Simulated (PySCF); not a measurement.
# C7H8N2: the cost of one run

Computed with PySCF 2.14.0 and routines of our own; the level stands in each step. Atoms count from 0.

1 further run of the same task is left out (for a known fault of the program).

## 1. The system as given

17 atoms, charge 1, multiplicity 2; geometry from: GFN2-xTB.

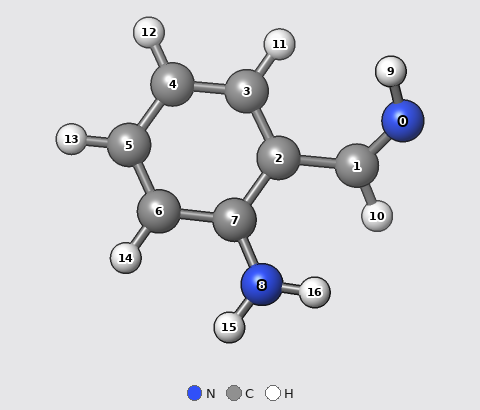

The starting geometry (nitrogen blue, carbon grey, hydrogen white).

## 2. Open-shell or spin-flip excitations: unrestricted TDDFT CAM-B3LYP/def2-SVP

Job settings and geometry (Å):

```
{"job": {"kind": "uabs", "xc": "CAM-B3LYP", "basis": "def2-SVP", "nstates": 10, "tda": false}, "charge": 1, "multiplicity": 2}
N      2.718775    -1.333094    -0.488523
C      2.034895    -0.432282     0.036291
C      0.568480    -0.305840     0.009247
C     -0.236496    -1.433841    -0.036936
C     -1.618484    -1.328887     0.073762
C     -2.220765    -0.071536     0.179999
C     -1.453511     1.064614     0.184080
C     -0.041274     0.987304     0.072097
N      0.671351     2.113447    -0.009635
H      2.321750    -2.130293    -0.970330
H      2.588351     0.352690     0.547732
H      0.215841    -2.413664    -0.074564
H     -2.220398    -2.223280     0.112444
H     -3.294949     0.002941     0.250626
H     -1.913735     2.040709     0.219650
H      0.212246     3.007833     0.088135
H      1.660925     2.115208    -0.203985
```

With the program's defaults for keys left out, this is: unrestricted TDDFT CAM-B3LYP/def2-SVP, vertical, gas phase, core orbitals frozen in the response.

On the command line:

```
OMP_NUM_THREADS=1 python excited_run.py task.json out
```

The driver reads the jobs from task.json and runs them one after another.

Q: Estimate the wall time and peak memory of this first job on 1 thread of Arm Neoverse V2, shared host.

About 75 s, with a peak of 0.74 GiB.
